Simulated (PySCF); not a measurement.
SMILES B (H3B) at its B3LYP/def2-SVP optimised geometry (Å):

```
4

B     -0.3011     0.0000     0.0000
H      0.9034     0.0000     0.0000
H     -0.9033     1.0431     0.0000
H     -0.9034    -1.0431     0.0000
```

Level of theory: PySCF with B3LYP/def2-TZVP. Cells within 0.4 Å of a nucleus heavier than hydrogen are left out (blank, or x).

Map of the log10 of the electron density (e/bohr³), floored at −4 on the plane z = 0.0 Å:

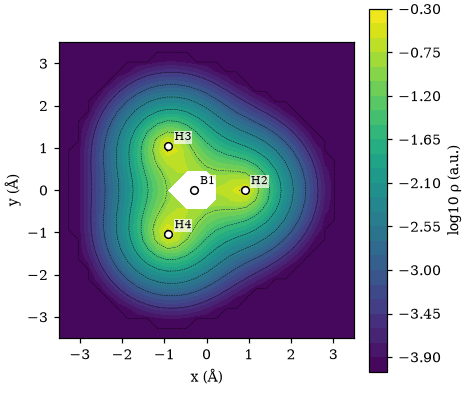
Log10 of the electron density (e/bohr³), floored at −4 on the plane z = 0.0 Å.
